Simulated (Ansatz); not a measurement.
## Fields on a plane of CaSnO3 (space group R-3)

```xyz
10
Lattice="2.7268 1.5743 5.0065 -2.7268 1.5743 5.0065 0.0000 -3.1487 5.0065" Properties=species:S:1:pos:R:3 pbc="T T T"
Ca     0.0000     0.0000     9.5809
Ca     0.0000     0.0000     5.4386
Sn     0.0000     0.0000    12.7151
Sn     0.0000     0.0000     2.3045
O      1.1165     1.7329     8.6673
O     -1.1165    -1.7329     6.3523
O     -2.0590     0.1005     8.6673
O      2.0590    -0.1005     6.3523
O      0.9425    -1.8333     8.6673
O     -0.9425     1.8333     6.3523
```

The slice is a (-1 1 0 4) plane (indices of the conventional cell) through the point (0.035, 0.444, 0.790) (fractional), spanned by u = [1 0 -1] and v = [1 -1 1] in vectors of this cell: u (5.45 Å) and v (8.04 Å, at 90° to u). It covers one period; positions are fractions (u, v).

Atoms on it: O at (0.00, 0.00); O at (0.70, 0.47). Other atoms lie within 1 Å of the plane.

All values below come from LDA (plane waves to 420 eV, PAW, scalar-relativistic; Ansatz, a program for electronic structure). k mesh 7×7×7. These are valence fields of a PAW run, semicore shells included where kept as valence: close to a nucleus they are smooth pseudo fields. CaSnO3 was relaxed with its symmetry unable to fall.

```
|x@@:.#@#:    +@@|
|@@# .#%*..:. :#@|
|=+:  =+:.-+:  .:|
|        :**: .:.|
|-       -*= :#%%|
|#       .-. *@@@|
|%. .:.     .%@@@|
|*  .-:.     +@@@|
|.  .::.   .  -**|
|    ..   -*#+.  |
|     ...:*@@@%= |
|  ......-%%xx@#.|
| -++-:::-%%xx@*.|
|.+#%+::::#@%@%= |
|:*%%#-:..-#%#=..|
|:+%%#=....:-::::|
|:-*#*-.    .:. .|
|::-=-.  ....: x |
|:...   .-:..: x |
|:.     :=-..::..|
|-=-.   .::...:::|
|@@#=        .:+%|
|x@@+  :.    .+%%|
|xx@= +#+.   .*@x|
```
Scale: ten equal steps from 0.01 (start of ' ') to 0.87 (end of '@'), in the order ' .:-=+*#%@'. Values: electron localisation function (ELF). The map has 16 points along u (one character each, u = 0 at the left) and 24 along v (v = 0 in the bottom row). Points within 0.4 Å of a nucleus are blanked (x), as the pseudised field means little there.

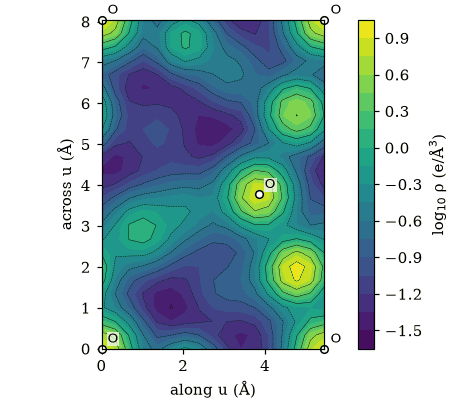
Figure. Log₁₀ of the valence density in e/Å³, one period of the plane, atoms marked. The scale is logarithmic, as a density can span decades between atoms and voids.
